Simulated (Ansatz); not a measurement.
The figure comes from a scan of Sn (beta-Sn type, space group I4_1/amd): one Sn atom of a 2-atom cell moves by s along Cartesian [110], with its periodic images. Method: PBE (plane waves to 420 eV, PAW, scalar-relativistic; Ansatz, a first-principles code). k mesh 13×13×13 (Γ-centred), Fermi-Dirac smearing 0.05 eV. Energies are smeared free energies. With partly filled bands, energies and forces of such displacements shift with the k mesh and the smearing. Sn was relaxed with its symmetry unable to fall. ΔE is measured from the undisplaced structure.

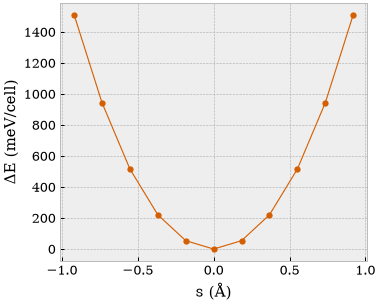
ΔE (meV/cell) against s (Å); computed points joined by lines.

**Question.** Turn the plot into a table (rounded to what can be read).

**Answer.** To the nearest 20:

```csv
s (Å),ΔE (meV/cell)
-0.920,1520
-0.736,940
-0.552,520
-0.368,220
-0.184,60
0.000,0
0.184,60
0.368,220
0.552,520
0.736,940
0.920,1520
```

(For displaced atoms, the force is minus the slope of the energy, and its curvature is a force constant, which sets phonon frequencies.)
